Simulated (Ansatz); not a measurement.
# InCl3 (SMILES [Cl][In]([Cl])[Cl]) at PBE-QIDH/def2-SVP (core potential)

What is the energy change on altering one bond length of InCl3 at PBE-QIDH/def2-SVP (core potential)? 

Program for the calculation: Ansatz 0.2.0.

42 further runs of the same task are left out: 6 that didn't finish, 36 set aside as unsound or not needed.

### 1 Starting point

InCl3: 4 atoms, total charge 0, spin state singlet. As SMILES, `[Cl][In]([Cl])[Cl]`. Geometry: relaxed at PBE0-D4/def2-TZVP.

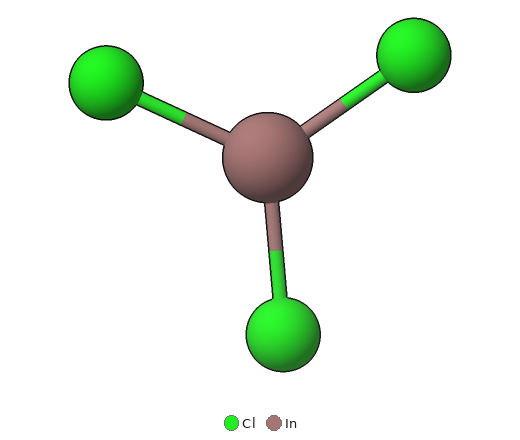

Viewed from a chosen angle; chlorine green, indium brown.

### 2 A single-point energy at PBE-QIDH/def2-SVP (core potential)

run.yaml reads:

```yaml
crystal:
  periodic: [false, false, false]
  atoms:
    - {symbol: Cl, position_ang: [-0.202900, 0.521500, 2.213600]}
    - {symbol: In, position_ang: [0.014400, -0.014800, -0.005300]}
    - {symbol: Cl, position_ang: [1.015900, -1.985200, -0.615300]}
    - {symbol: Cl, position_ang: [-0.772000, 1.418300, -1.613200]}
basis:
  gaussian: {orbitals: def2-SVP}
correlation: {frozen_orbitals: {Cl: 5, In: 4}}
accuracy: high
hamiltonian: {xc: {name: PBE-QIDH}}
output: {orbitals: {seedname: orbitals}}
```

Started as:

```sh
$ ansatz run run.yaml --threads 1 --pin off --max-ram 3480MiB --events-out events.jsonl --progress --plain --runs-dir runs
```

Output:

```text
Warning: RAYON_NUM_THREADS=1 ignored (pool sized by the plan → 1); use --threads N
Functional definition: PBE-QIDH
  name "PBE-QIDH"
  parameter a = 3^(-1/3)
  parameter c = 1/3
  exchange = (1 - a)*pbe_x + a*exact_x
  correlation = (1 - c)*pbe_c + c*(mp2_os + mp2_ss)
1621 factors; integrals over basis functions are off by at most 1.1e-8 eV
mean field evaluation 1: about -42699.5299 eV, gradient 2.1e1 eV
mean field evaluation 2: about -42699.6521 eV, gradient 2.1e1 eV
mean field evaluation 4: about -42701.0593 eV, gradient 7.2e-1 eV
mean field evaluation 8: about -42701.0691 eV, gradient 1.1e-2 eV
mean field evaluation 16: about -42701.0691 eV, gradient 2.1e-6 eV
mean field -42701.06908028 eV, -1569.2353448761 hartree, gradient 2.5e-8 eV, S^2 0.000000; 0 other end points of the search recorded, 0 dependent functions left out
19 core orbitals not correlated: weight in the atoms' cores, before any rotation towards them, 1.000 or more for the frozen orbitals, at most 0.000 for the correlated occupied ones
reference -42701.06908158 eV, -1569.2353449239 hartree; 17, 17 occupied and 44, 44 virtual orbitals, 1621 factors
second order -14.47735465 eV of doubles, -0.00000000 eV of singles
Total energy: -42705.89486646 eV, -1569.4126892473 hartree
```

Wall time 11 s (1 thread of Arm Neoverse V2, shared host); peak memory 0.28 GiB.

### 3 The distorted shape at the same level

job.yaml reads:

```yaml
crystal:
  periodic: [false, false, false]
  atoms:
    - {symbol: Cl, position_ang: [-1.404713, 2.886006, 2.945608]}
    - {symbol: In, position_ang: [-1.187413, 2.349706, 0.726708]}
    - {symbol: Cl, position_ang: [1.015900, -1.985200, -0.615300]}
    - {symbol: Cl, position_ang: [-1.973813, 3.782806, -0.881192]}
basis:
  gaussian:
    orbitals: def2-SVP
total_charge: 0
hamiltonian:
  xc: {name: PBE-QIDH}
correlation:
  frozen_orbitals: {Cl: 5, In: 4}
accuracy: high
output: {orbitals: {seedname: orbitals}}
```

Started as:

```sh
$ ansatz run job.yaml --threads 1 --pin off --max-ram 3480MiB --events-out events.jsonl --progress --plain --runs-dir runs
```

Output:

```text
Warning: RAYON_NUM_THREADS=1 ignored (pool sized by the plan → 1); use --threads N
Functional definition: PBE-QIDH
  name "PBE-QIDH"
  parameter a = 3^(-1/3)
  parameter c = 1/3
  exchange = (1 - a)*pbe_x + a*exact_x
  correlation = (1 - c)*pbe_c + c*(mp2_os + mp2_ss)
1544 factors; integrals over basis functions are off by at most 7.7e-9 eV
mean field evaluation 1: about -42691.6447 eV, gradient 2.8e1 eV
mean field evaluation 2: about -42691.7242 eV, gradient 2.8e1 eV
mean field evaluation 4: about -42693.4693 eV, gradient 1.7e1 eV
mean field evaluation 8: about -42682.7987 eV, gradient 3.7e1 eV
mean field evaluation 16: about -42695.5577 eV, gradient 2.8e-5 eV
mean field evaluation 32: about -42695.3619 eV, gradient 3.1e0 eV
mean field evaluation 64: about -42617.2864 eV, gradient 5.6e1 eV
mean field -42695.55766625 eV, -1569.0328041461 hartree, gradient 3.8e-8 eV, S^2 0.000000; 4 other end points of the search recorded, 0 dependent functions left out; unrestricted orbitals would lower it
19 core orbitals not correlated: weight in the atoms' cores, before any rotation towards them, 1.000 or more for the frozen orbitals, at most 0.000 for the correlated occupied ones
reference -42695.55766749 eV, -1569.0328041920 hartree; 17, 17 occupied and 44, 44 virtual orbitals, 1544 factors
second order -16.53440758 eV of doubles, -0.00000000 eV of singles
Total energy: -42701.06913669 eV, -1569.2353469490 hartree
```

It took 18 s on 1 thread of Arm Neoverse V2, shared host; peak memory 0.37 GiB.

### 4 Results

Level: PBE-QIDH/def2-SVP (core potential), 19 core orbitals frozen.

| quantity | value |
| --- | --- |
| first shape: total energy | -1569.41269 Eh |
| first shape: HOMO energy (SCF part's orbitals) | -11.57 eV |
| first shape: LUMO energy (SCF part's orbitals) | -0.90 eV |
| first shape: HOMO–LUMO gap (SCF part's orbitals) | 10.67 eV |
| distorted shape: total energy | -1569.23535 Eh |
| distorted shape: HOMO energy (SCF part's orbitals) | -7.76 eV |
| distorted shape: LUMO energy (SCF part's orbitals) | -5.24 eV |
| distorted shape: HOMO–LUMO gap (SCF part's orbitals) | 2.52 eV |
| energy change with the In2–Cl3 bond stretched from 2.293 to 5.045 Å | 4.826 eV |

What this shows: With the In2–Cl3 bond stretched from 2.293 to 5.045 Å the energy rises by 4.83 eV (466 kJ/mol). The first shape isn't relaxed at this level, so the change isn't measured from a minimum. The restricted solution (distorted shape) is unstable to spin breaking: an unrestricted one lies lower.
